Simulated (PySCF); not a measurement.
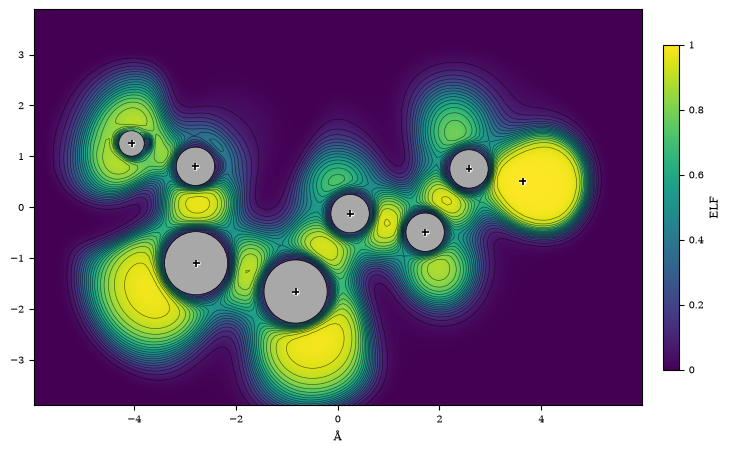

The ELF on a plane through atoms (crosses mark nuclei in the plane; grey discs cover the cores).

Theory: PBE0/pcSseg-1, SCF density, gas phase, non-relativistic (PySCF 2.14.0).

Candidates:
A. C8H7FO2 (SMILES COc1cccc(C(=O)F)c1)
B. C6H17P2 (charge +1)
C. C5H9F3P2 (SMILES CC(C)C/P=P\C(F)(F)F)

**Which candidate gave the map?**

Candidate C: C5H9F3P2 on the plane of atoms P5, P6 and C7, which holds C, P, F and H. C–F (1.34 Å): the ELF peaks at about 0.85 between the atoms (a polar covalent bond). C–C (1.53 Å): the ELF peaks at about 0.95 between the atoms (a covalent bond).
